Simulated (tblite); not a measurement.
C6H10OSi: geometry relaxation (part 1 of 4)

System: C6H10OSi.
Method: GFN2-xTB geometry optimisation, gas phase (tblite 0.8.0).

It belongs to a series of runs on one base structure; here: constitutional isomer.

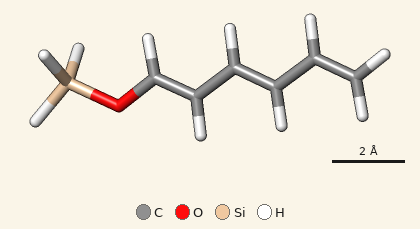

**Figure 1.** The input geometry (stick view, seen at a tilt). Bond lengths as drawn: C–C 1.33 to 1.46 Å, C–H 1.08 to 1.10 Å, C–O 1.37 Å, H–Si 1.48 to 1.49 Å and O–Si 1.67 Å.

Results in brief:

| quantity | value |
| --- | --- |
| outcome | converged |
| total energy | −645.5266 eV |
| hardware | 1 CPU thread, shared host |
| peak memory | 0.18 GiB |

Input file:
```
{"job": {"kind": "relax", "xc": "GFN2-xTB", "basis": "xTB"}, "charge": 0, "multiplicity": 1}
C     -4.348300    -0.075100    -0.568700
C     -3.158000     0.485800    -0.390300
C     -1.935500    -0.299500    -0.229300
C     -0.739600     0.268900    -0.053400
C      0.468200    -0.519300     0.110400
C      1.670700     0.029300     0.287900
O      2.798600    -0.745100     0.422400
Si     4.299000    -0.051400     0.663200
H     -4.493000    -1.150300    -0.619100
H     -5.243300     0.550200    -0.669700
H     -3.074500     1.563600    -0.337900
H     -2.046700    -1.382000    -0.277500
H     -0.646100     1.345400     0.011700
H      0.390500    -1.602000     0.055800
H      1.824900     1.110300     0.346400
H      4.278000     0.761200     1.912200
H      4.620000     0.835300    -0.482900
H      5.326600    -1.119100     0.773800
```

The first line tells a small driver script what to run in tblite; the rest is the geometry in Å.

Run as:
```bash
OMP_NUM_THREADS=1 python <driver script> task.json out
```

Log:
```
step      E/eV     max force
  0    -645.34540    1.050
  1    -645.39966    0.687
  2    -645.42912    0.421
  3    -645.44438    0.351
  4    -645.44957    0.333
  5    -645.45944    0.273
  6    -645.46848    0.308
  7    -645.47932    0.318
  8    -645.48662    0.213
  9    -645.49144    0.152
 10    -645.49527    0.200
 11    -645.49988    0.210
 12    -645.50368    0.154
 13    -645.50630    0.146
 14    -645.50798    0.125
 15    -645.50915    0.085
 16    -645.50990    0.059
 17    -645.51048    0.069
 18    -645.51139    0.107
 19    -645.51272    0.134
 20    -645.51433    0.113
 21    -645.51574    0.095
 22    -645.51671    0.062
 23    -645.51740    0.062
 24    -645.51805    0.061
 25    -645.51873    0.089
 26    -645.51947    0.093
 27    -645.52020    0.071
 28    -645.52075    0.044
 29    -645.52105    0.035
 30    -645.52124    0.033
 31    -645.52144    0.046
 32    -645.52170    0.050
 33    -645.52195    0.036
 34    -645.52212    0.028
 35    -645.52224    0.025
 36    -645.52235    0.026
 37    -645.52247    0.028
 38    -645.52258    0.025
 39    -645.52269    0.027
 40    -645.52281    0.037
 41    -645.52299    0.047
 42    -645.52321    0.048
 43    -645.52343    0.035
 44    -645.52359    0.029
 45    -645.52373    0.031
 46    -645.52388    0.036
 47    -645.52407    0.036
 48    -645.52426    0.038
 49    -645.52443    0.034
 50    -645.52459    0.041
 51    -645.52479    0.045
 52    -645.52507    0.047
 53    -645.52540    0.048
 54    -645.52572    0.045
 55    -645.52600    0.037
 56    -645.52623    0.034
 57    -645.52639    0.030
 58    -645.52648    0.019
 59    -645.52652    0.016
 60    -645.52656    0.014
 61    -645.52659    0.018
 62    -645.52662    0.013
 63    -645.52664    0.009
```

Trajectory as extended XYZ (Å, eV, eV/Å), 45 of the 64 frames kept, from step=0 to step=63:
```
18
Properties=species:S:1:pos:R:3:forces:R:3 step=0 energy=-645.34540
C    -4.3483   -0.0751   -0.5687   -0.7080   0.2170  -0.0830
C    -3.1580    0.4858   -0.3903    0.5190  -0.5880   0.1540
C    -1.9355   -0.2995   -0.2293   -0.9300   0.3580  -0.2190
C    -0.7396    0.2689   -0.0534    0.7050  -0.4820   0.2600
C     0.4682   -0.5193    0.1104   -0.2650   0.2400  -0.1540
C     1.6707    0.0293    0.2879    0.6400  -0.2770   0.1190
O     2.7986   -0.7451    0.4224    0.3450   0.9870   0.0950
Si    4.2990   -0.0514    0.6632    0.0740  -0.1670   0.0610
H    -4.4930   -1.1503   -0.6191    0.0630   0.3270   0.0120
H    -5.2433    0.5502   -0.6697    0.4130  -0.4500   0.0250
H    -3.0745    1.5636   -0.3379    0.1200  -0.0630  -0.0140
H    -2.0467   -1.3820   -0.2775    0.0620   0.2940   0.0130
H    -0.6461    1.3454    0.0117    0.0460  -0.0720  -0.0560
H     0.3905   -1.6020    0.0558   -0.0520   0.2360   0.0280
H     1.8249    1.1103    0.3464   -0.1190  -0.3580  -0.0370
H     4.2780    0.7612    1.9122   -0.0710  -0.2270  -0.3640
H     4.6200    0.8353   -0.4829   -0.1460  -0.1870   0.2470
H     5.3266   -1.1191    0.7738   -0.6960   0.2130  -0.0870
18
Properties=species:S:1:pos:R:3:forces:R:3 step=1 energy=-645.39966
C    -4.3584   -0.0720   -0.5699    0.2660   0.0850   0.0470
C    -3.1506    0.4774   -0.3881   -0.4250  -0.1230   0.0120
C    -1.9488   -0.2944   -0.2324    0.3090   0.1730  -0.0180
C    -0.7296    0.2620   -0.0497   -0.3210  -0.2230   0.0810
C     0.4644   -0.5159    0.1082    0.3990   0.0320  -0.0330
C     1.6798    0.0254    0.2896   -0.0070  -0.1600   0.0230
O     2.8035   -0.7310    0.4238    0.3550   0.5820   0.0850
Si    4.3000   -0.0538    0.6641    0.1320   0.0260   0.0440
H    -4.4921   -1.1457   -0.6190   -0.0020   0.2170   0.0000
H    -5.2374    0.5437   -0.6694   -0.0010  -0.1200  -0.0190
H    -3.0728    1.5627   -0.3381    0.1270  -0.2410  -0.0140
H    -2.0459   -1.3778   -0.2773    0.0010   0.2430  -0.0020
H    -0.6455    1.3444    0.0109    0.0780  -0.1950  -0.0450
H     0.3897   -1.5986    0.0562   -0.0660   0.1940   0.0170
H     1.8232    1.1052    0.3459   -0.0950  -0.2340  -0.0270
H     4.2769    0.7579    1.9070   -0.0570  -0.1770  -0.2830
H     4.6179    0.8326   -0.4793   -0.1170  -0.1530   0.2060
H     5.3166   -1.1161    0.7726   -0.5770   0.0760  -0.0740
18
Properties=species:S:1:pos:R:3:forces:R:3 step=3 energy=-645.44438
C    -4.3584   -0.0708   -0.5694    0.1510   0.0740   0.0350
C    -3.1565    0.4734   -0.3849   -0.0180  -0.0160   0.0110
C    -1.9478   -0.2889   -0.2355    0.1540   0.0300   0.0370
C    -0.7308    0.2541   -0.0430    0.0380  -0.0020   0.0170
C     0.4751   -0.5154    0.1048    0.0320  -0.0080  -0.0020
C     1.6869    0.0204    0.2919   -0.0650   0.0550  -0.0060
O     2.8217   -0.6999    0.4282    0.0300  -0.0390   0.0150
Si    4.3071   -0.0507    0.6663    0.0910   0.2590  -0.0120
H    -4.4918   -1.1343   -0.6189   -0.0360  -0.1480  -0.0130
H    -5.2357    0.5358   -0.6703   -0.1660   0.0500  -0.0310
H    -3.0662    1.5505   -0.3389    0.0770   0.0280   0.0070
H    -2.0453   -1.3644   -0.2774   -0.0290  -0.0570  -0.0240
H    -0.6414    1.3333    0.0084    0.0790  -0.0500  -0.0060
H     0.3865   -1.5891    0.0572   -0.0290  -0.1100  -0.0060
H     1.8173    1.0927    0.3443   -0.0790   0.1270  -0.0070
H     4.2739    0.7488    1.8922   -0.0040   0.0360   0.0300
H     4.6118    0.8247   -0.4685    0.0040   0.0350  -0.0090
H     5.2849   -1.1138    0.7685   -0.2290  -0.2640  -0.0360
18
Properties=species:S:1:pos:R:3:forces:R:3 step=4 energy=-645.44957
C    -4.3564   -0.0698   -0.5688   -0.0700  -0.0120   0.0000
C    -3.1570    0.4731   -0.3842    0.1420   0.0250   0.0260
C    -1.9456   -0.2881   -0.2354    0.0480  -0.0180   0.0290
C    -0.7298    0.2534   -0.0417    0.0810  -0.0090   0.0040
C     0.4767   -0.5157    0.1043   -0.0130  -0.0550   0.0030
C     1.6869    0.0209    0.2922    0.0070   0.0440   0.0000
O     2.8247   -0.6965    0.4291   -0.0210  -0.0270   0.0060
Si    4.3095   -0.0459    0.6663    0.0420   0.1530  -0.0120
H    -4.4924   -1.1352   -0.6191   -0.0180  -0.0790  -0.0070
H    -5.2383    0.5356   -0.6709   -0.0720   0.0060  -0.0180
H    -3.0641    1.5492   -0.3389    0.0670   0.0580   0.0100
H    -2.0457   -1.3636   -0.2779   -0.0170  -0.0570  -0.0220
H    -0.6396    1.3309    0.0079    0.0820   0.0110   0.0020
H     0.3856   -1.5897    0.0572   -0.0150  -0.0960  -0.0060
H     1.8152    1.0931    0.3440   -0.0750   0.1410  -0.0050
H     4.2735    0.7482    1.8907    0.0060   0.0830   0.0920
H     4.6111    0.8242   -0.4672    0.0320   0.0900  -0.0700
H     5.2769   -1.1180    0.7673   -0.2070  -0.2590  -0.0340
18
Properties=species:S:1:pos:R:3:forces:R:3 step=6 energy=-645.46848
C    -4.3539   -0.0677   -0.5667   -0.2610  -0.0950  -0.0400
C    -3.1521    0.4724   -0.3803    0.1510   0.0210   0.0000
C    -1.9368   -0.2883   -0.2333   -0.1360  -0.0300   0.0150
C    -0.7202    0.2495   -0.0368    0.0010  -0.0940  -0.0670
C     0.4836   -0.5222    0.1028   -0.0030  -0.0580   0.0410
C     1.6894    0.0253    0.2933    0.0600  -0.0020  -0.0020
O     2.8348   -0.6813    0.4329   -0.1030   0.0910  -0.0150
Si    4.3200   -0.0229    0.6663   -0.1140  -0.2590   0.0120
H    -4.4950   -1.1397   -0.6200    0.0440   0.1500   0.0170
H    -5.2494    0.5332   -0.6742    0.2260  -0.1110   0.0260
H    -3.0508    1.5483   -0.3380    0.0210   0.0580   0.0190
H    -2.0477   -1.3624   -0.2809    0.0340  -0.0710  -0.0040
H    -0.6261    1.3233    0.0066    0.0800   0.1310   0.0300
H     0.3817   -1.5967    0.0570    0.0610  -0.0340  -0.0010
H     1.8014    1.1028    0.3423   -0.0550   0.0270  -0.0030
H     4.2724    0.7529    1.8929    0.0550   0.1790   0.1960
H     4.6113    0.8307   -0.4691    0.1120   0.2130  -0.1930
H     5.2288   -1.1508    0.7602   -0.1720  -0.1180  -0.0290
18
Properties=species:S:1:pos:R:3:forces:R:3 step=7 energy=-645.47932
C    -4.3547   -0.0674   -0.5656   -0.0430  -0.0380  -0.0180
C    -3.1479    0.4720   -0.3780   -0.0290  -0.0090  -0.0350
C    -1.9321   -0.2891   -0.2311   -0.2190  -0.0860  -0.0100
C    -0.7140    0.2448   -0.0352    0.0050  -0.0070  -0.0770
C     0.4892   -0.5281    0.1030   -0.0540  -0.0450   0.0410
C     1.6911    0.0289    0.2939    0.0250   0.0100  -0.0060
O     2.8396   -0.6690    0.4352   -0.1290   0.1170  -0.0260
Si    4.3250   -0.0118    0.6666   -0.1260  -0.2920   0.0140
H    -4.4961   -1.1404   -0.6204    0.0620   0.1780   0.0260
H    -5.2530    0.5295   -0.6760    0.2680  -0.0910   0.0370
H    -3.0406    1.5491   -0.3368   -0.0190   0.0040   0.0190
H    -2.0485   -1.3639   -0.2832    0.0600  -0.0320   0.0130
H    -0.6142    1.3207    0.0063    0.0520   0.0500   0.0330
H     0.3804   -1.6034    0.0568    0.1180   0.0220   0.0080
H     1.7899    1.1107    0.3410   -0.0370  -0.0710  -0.0040
H     4.2731    0.7611    1.8996    0.0900   0.1420   0.1170
H     4.6144    0.8408   -0.4753    0.1200   0.1620  -0.1070
H     5.1896   -1.1781    0.7542   -0.1430  -0.0120  -0.0250
18
Properties=species:S:1:pos:R:3:forces:R:3 step=9 energy=-645.49144
C    -4.3531   -0.0677   -0.5649    0.1300   0.0170   0.0030
C    -3.1461    0.4717   -0.3776   -0.0150   0.0120  -0.0200
C    -1.9338   -0.2925   -0.2290    0.0060  -0.0100  -0.0140
C    -0.7107    0.2401   -0.0377   -0.1060   0.0050  -0.0490
C     0.4918   -0.5341    0.1051   -0.0970   0.0250   0.0040
C     1.6900    0.0332    0.2937   -0.1220   0.0160  -0.0180
O     2.8382   -0.6542    0.4361   -0.0780   0.0180  -0.0230
Si    4.3248   -0.0102    0.6671   -0.0600   0.0330  -0.0070
H    -4.4942   -1.1354   -0.6195    0.0560   0.0010   0.0210
H    -5.2464    0.5240   -0.6763    0.0810   0.0520   0.0160
H    -3.0323    1.5493   -0.3349   -0.0480  -0.0390   0.0110
H    -2.0465   -1.3677   -0.2847    0.0410  -0.0170   0.0240
H    -0.6008    1.3188    0.0076   -0.0080  -0.0730   0.0150
H     0.3854   -1.6093    0.0571    0.1280   0.0290   0.0180
H     1.7773    1.1154    0.3396   -0.0230  -0.0480  -0.0030
H     4.2787    0.7741    1.9090    0.1130   0.0010  -0.0930
H     4.6228    0.8561   -0.4832    0.0730  -0.0250   0.1310
H     5.1463   -1.2053    0.7475   -0.0710   0.0050  -0.0150
18
Properties=species:S:1:pos:R:3:forces:R:3 step=10 energy=-645.49527
C    -4.3505   -0.0678   -0.5649    0.1170   0.0240   0.0040
C    -3.1453    0.4720   -0.3782    0.0240   0.0040  -0.0050
C    -1.9355   -0.2939   -0.2289    0.0500  -0.0080  -0.0220
C    -0.7126    0.2388   -0.0401   -0.0610   0.0090  -0.0100
C     0.4894   -0.5350    0.1060   -0.0650   0.0410  -0.0140
C     1.6866    0.0347    0.2931   -0.1470   0.0080  -0.0170
O     2.8348   -0.6497    0.4355   -0.0480  -0.0220  -0.0170
Si    4.3222   -0.0109    0.6671   -0.0320   0.1240  -0.0120
H    -4.4919   -1.1331   -0.6185    0.0490  -0.0800   0.0140
H    -5.2408    0.5234   -0.6757   -0.0100   0.1030   0.0040
H    -3.0316    1.5486   -0.3339   -0.0380  -0.0130   0.0070
H    -2.0446   -1.3696   -0.2844    0.0210  -0.0100   0.0220
H    -0.5973    1.3171    0.0086   -0.0350  -0.0830   0.0010
H     0.3907   -1.6102    0.0576    0.0970   0.0040   0.0170
H     1.7734    1.1152    0.3391   -0.0280   0.0110  -0.0030
H     4.2836    0.7785    1.9100    0.1060  -0.0380  -0.1380
H     4.6277    0.8604   -0.4827    0.0520  -0.0720   0.1790
H     5.1331   -1.2122    0.7453   -0.0530  -0.0030  -0.0120
18
Properties=species:S:1:pos:R:3:forces:R:3 step=11 energy=-645.49988
C    -4.3463   -0.0678   -0.5649    0.0730   0.0270   0.0030
C    -3.1429    0.4724   -0.3788    0.0220  -0.0180   0.0060
C    -1.9372   -0.2961   -0.2292    0.0870  -0.0120  -0.0290
C    -0.7155    0.2369   -0.0433    0.0080   0.0010   0.0370
C     0.4856   -0.5357    0.1068   -0.0670  -0.0120  -0.0410
C     1.6798    0.0366    0.2921   -0.0410   0.0480   0.0040
O     2.8298   -0.6434    0.4346   -0.0320  -0.0410  -0.0110
Si    4.3184   -0.0095    0.6669   -0.0090   0.1320  -0.0140
H    -4.4879   -1.1314   -0.6170    0.0400  -0.1370   0.0060
H    -5.2336    0.5242   -0.6749   -0.0840   0.1320  -0.0060
H    -3.0311    1.5477   -0.3326   -0.0160   0.0280   0.0040
H    -2.0418   -1.3720   -0.2836   -0.0070  -0.0080   0.0170
H    -0.5932    1.3134    0.0098   -0.0680  -0.0550  -0.0150
H     0.3993   -1.6114    0.0587    0.0480  -0.0120   0.0140
H     1.7672    1.1155    0.3384   -0.0410   0.0690  -0.0050
H     4.2921    0.7837    1.9089    0.0910  -0.0580  -0.1460
H     4.6351    0.8651   -0.4789    0.0360  -0.0930   0.1850
H     5.1134   -1.2219    0.7420   -0.0400   0.0120  -0.0090
18
Properties=species:S:1:pos:R:3:forces:R:3 step=13 energy=-645.50630
C    -4.3397   -0.0676   -0.5653   -0.0670  -0.0070  -0.0060
C    -3.1377    0.4723   -0.3791   -0.0190  -0.0180   0.0040
C    -1.9369   -0.3003   -0.2314    0.0500  -0.0040  -0.0160
C    -0.7183    0.2333   -0.0454    0.0470  -0.0390   0.0560
C     0.4796   -0.5375    0.1062    0.0270  -0.0650  -0.0350
C     1.6685    0.0415    0.2909    0.1170   0.0850   0.0230
O     2.8214   -0.6338    0.4329   -0.0120  -0.0040   0.0000
Si    4.3119   -0.0042    0.6662   -0.0170  -0.0550  -0.0030
H    -4.4795   -1.1337   -0.6145    0.0210  -0.0510  -0.0040
H    -5.2255    0.5307   -0.6739   -0.0480   0.0540  -0.0030
H    -3.0303    1.5475   -0.3304    0.0220   0.0320  -0.0020
H    -2.0381   -1.3759   -0.2817   -0.0370  -0.0240   0.0000
H    -0.5905    1.3061    0.0106   -0.0850   0.0390  -0.0230
H     0.4139   -1.6139    0.0610   -0.0300  -0.0330   0.0020
H     1.7552    1.1197    0.3370   -0.0560   0.0960  -0.0060
H     4.3094    0.7891    1.9005    0.0570  -0.0150  -0.0380
H     4.6483    0.8682   -0.4648    0.0420  -0.0240   0.0540
H     5.0796   -1.2351    0.7363   -0.0140   0.0320  -0.0030
18
Properties=species:S:1:pos:R:3:forces:R:3 step=14 energy=-645.50798
C    -4.3394   -0.0677   -0.5655   -0.0780  -0.0160  -0.0050
C    -3.1368    0.4718   -0.3790   -0.0170  -0.0080   0.0000
C    -1.9353   -0.3013   -0.2325   -0.0410  -0.0210  -0.0110
C    -0.7178    0.2315   -0.0444    0.0560  -0.0170   0.0380
C     0.4793   -0.5391    0.1051    0.1250   0.0100  -0.0020
C     1.6677    0.0445    0.2911    0.0190   0.0240   0.0020
O     2.8194   -0.6315    0.4325    0.0080   0.0190   0.0050
Si    4.3101   -0.0034    0.6659   -0.0170  -0.1070   0.0060
H    -4.4769   -1.1360   -0.6140    0.0080   0.0200  -0.0060
H    -5.2252    0.5340   -0.6738   -0.0020  -0.0010   0.0020
H    -3.0296    1.5480   -0.3299    0.0230  -0.0010  -0.0040
H    -2.0381   -1.3772   -0.2812   -0.0330  -0.0140  -0.0050
H    -0.5921    1.3048    0.0102   -0.0730   0.0360  -0.0180
H     0.4168   -1.6154    0.0616   -0.0340  -0.0380  -0.0030
H     1.7508    1.1232    0.3365   -0.0450   0.0810  -0.0040
H     4.3151    0.7895    1.8967    0.0470   0.0090   0.0150
H     4.6525    0.8678   -0.4592    0.0500   0.0130  -0.0080
H     5.0708   -1.2374    0.7348    0.0060   0.0130   0.0000
18
Properties=species:S:1:pos:R:3:forces:R:3 step=16 energy=-645.50990
C    -4.3412   -0.0679   -0.5656   -0.0020   0.0070   0.0050
C    -3.1372    0.4709   -0.3789   -0.0080  -0.0060  -0.0040
C    -1.9345   -0.3031   -0.2336   -0.0280  -0.0110   0.0130
C    -0.7158    0.2290   -0.0419   -0.0320  -0.0090  -0.0120
C     0.4836   -0.5405    0.1039    0.0020   0.0240   0.0090
C     1.6681    0.0493    0.2914   -0.0040   0.0180  -0.0060
O     2.8179   -0.6283    0.4325    0.0070   0.0380   0.0050
Si    4.3083   -0.0061    0.6659    0.0310  -0.0260   0.0090
H    -4.4744   -1.1374   -0.6139   -0.0180   0.0500  -0.0090
H    -5.2256    0.5371   -0.6737    0.0110  -0.0360   0.0040
H    -3.0275    1.5481   -0.3297    0.0110  -0.0380  -0.0060
H    -2.0399   -1.3792   -0.2811   -0.0240  -0.0010  -0.0080
H    -0.5969    1.3045    0.0089   -0.0440  -0.0120  -0.0070
H     0.4181   -1.6183    0.0620   -0.0020   0.0250  -0.0030
H     1.7441    1.1304    0.3358   -0.0170   0.0100  -0.0020
H     4.3231    0.7905    1.8940    0.0350   0.0030   0.0280
H     4.6591    0.8682   -0.4543    0.0420   0.0070  -0.0200
H     5.0619   -1.2409    0.7332    0.0420  -0.0410   0.0040
18
Properties=species:S:1:pos:R:3:forces:R:3 step=17 energy=-645.51048
C    -4.3418   -0.0677   -0.5655    0.0240   0.0150   0.0070
C    -3.1376    0.4705   -0.3791    0.0050  -0.0080  -0.0010
C    -1.9350   -0.3040   -0.2335   -0.0130  -0.0140   0.0150
C    -0.7159    0.2279   -0.0414   -0.0430  -0.0010  -0.0200
C     0.4849   -0.5405    0.1038   -0.0390   0.0300   0.0080
C     1.6683    0.0515    0.2913   -0.0260   0.0100  -0.0090
O     2.8174   -0.6263    0.4325    0.0120   0.0370   0.0050
Si    4.3084   -0.0078    0.6661    0.0550   0.0240   0.0060
H    -4.4740   -1.1366   -0.6141   -0.0270   0.0230  -0.0100
H    -5.2254    0.5371   -0.6735   -0.0110  -0.0230   0.0020
H    -3.0266    1.5472   -0.3297    0.0070  -0.0290  -0.0050
H    -2.0411   -1.3800   -0.2813   -0.0220  -0.0020  -0.0080
H    -0.5995    1.3042    0.0083   -0.0360  -0.0280  -0.0040
H     0.4185   -1.6187    0.0621    0.0090   0.0410  -0.0020
H     1.7415    1.1330    0.3355   -0.0060  -0.0010  -0.0010
H     4.3266    0.7911    1.8940    0.0320  -0.0110   0.0150
H     4.6624    0.8687   -0.4534    0.0340  -0.0120  -0.0040
H     5.0600   -1.2431    0.7328    0.0460  -0.0510   0.0050
18
Properties=species:S:1:pos:R:3:forces:R:3 step=19 energy=-645.51272
C    -4.3431   -0.0664   -0.5650    0.0430   0.0150   0.0010
C    -3.1380    0.4680   -0.3794    0.0240  -0.0050   0.0110
C    -1.9382   -0.3090   -0.2328    0.0100  -0.0340   0.0040
C    -0.7196    0.2235   -0.0412   -0.0320   0.0240  -0.0270
C     0.4862   -0.5380    0.1037   -0.0910   0.0380   0.0050
C     1.6667    0.0606    0.2905   -0.0610  -0.0110  -0.0050
O     2.8161   -0.6155    0.4331    0.0280   0.0450   0.0050
Si    4.3126   -0.0129    0.6674    0.0870   0.1020  -0.0030
H    -4.4742   -1.1326   -0.6154   -0.0480  -0.0710  -0.0090
H    -5.2252    0.5366   -0.6727   -0.0650   0.0290  -0.0060
H    -3.0226    1.5424   -0.3302    0.0050   0.0350   0.0000
H    -2.0473   -1.3838   -0.2823   -0.0150  -0.0330  -0.0020
H    -0.6129    1.3011    0.0059   -0.0020  -0.0280   0.0050
H     0.4216   -1.6167    0.0623    0.0270   0.0530   0.0010
H     1.7307    1.1431    0.3344    0.0290  -0.0200   0.0010
H     4.3437    0.7918    1.8940    0.0210  -0.0490  -0.0090
H     4.6784    0.8686   -0.4486    0.0140  -0.0580   0.0260
H     5.0561   -1.2546    0.7315    0.0240  -0.0320   0.0040
```
